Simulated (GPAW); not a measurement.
# How far to go with the k-point mesh at a smearing width of 0.02 eV: Nb (Im-3m, 1 atom in the cell)

```
Nb
1.0
   -1.65825     1.65825     1.65825
    1.65825    -1.65825     1.65825
    1.65825     1.65825    -1.65825
Nb
1
Direct
  0.00000   0.00000   0.00000
```

Method of the run: PBE, GPAW PAW datasets PBE (gpaw-data 1.0.1) (plane waves; GPAW).

Base settings: mode = pw; ecut = 600 eV; xc = PBE; kpts = 10 10 10; mesh shift (steps) = 0 0 0; occupations.name = fermi-dirac; occupations.width = 0.1 eV; nbands = -7; convergence.density = 1e-05 e/electron; convergence.energy = 1e-05 eV/electron.

In this ladder: occupations.width = 0.02 eV.

Only quantities that move along the ladder and can be compared are tabulated.

The count of work is k-points × plane waves × bands × iterations; it is no time. Core times come from one kind of shared machine, to one figure; runs under 30 s give none.

The starting cell has typed, rounded lattice constants, without a prior relaxation at this level. Its lattice was rescaled by up to half a per cent. Spin polarisation is off.

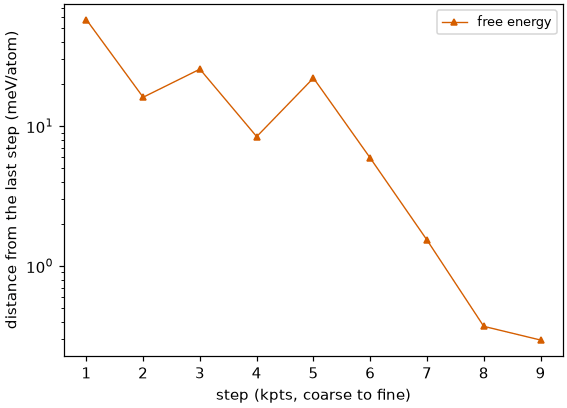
Distance from the last step along the ladder; very small values are drawn at a floor.

| kpts | free energy less the last step's (meV/atom) | pressure (GPa) | count of work / last | core time / last (rough) |
|---|---|---|---|---|
| 5 5 5 | 57.82 | -3.51 | 0.016 | – |
| 6 6 6 | 16.11 | -4.54 | 0.028 | – |
| 7 7 7 | 25.58 | -0.99 | 0.043 | – |
| 9 9 9 | -8.42 | -2.01 | 0.062 | – |
| 10 10 10 | 22.11 | -1.45 | 0.077 | – |
| 13 13 13 | -5.92 | -2.28 | 0.14 | – |
| 15 15 15 | 1.54 | -1.56 | 0.20 | – |
| 18 18 18 | 0.37 | -1.65 | 0.32 | 0.4 |
| 22 22 22 | -0.30 | -1.73 | 0.58 | 0.9 |
| 27 27 27 | 0.00 | -1.82 | 1.0 | 1 |

Coarsest kpts that holds the pressure within 0.5 GPa of the last step, with all finer ones: 9 9 9, at 0.062 of the last step's count of work; the step before is off by 0.83 GPa.

Coarsest kpts that holds the free energy within 1 meV/atom of the last step, with all finer ones: 18 18 18, at 0.32 of the last step's count of work and about 0.4 of the last step's time; the step before is off by 1.5 meV/atom.
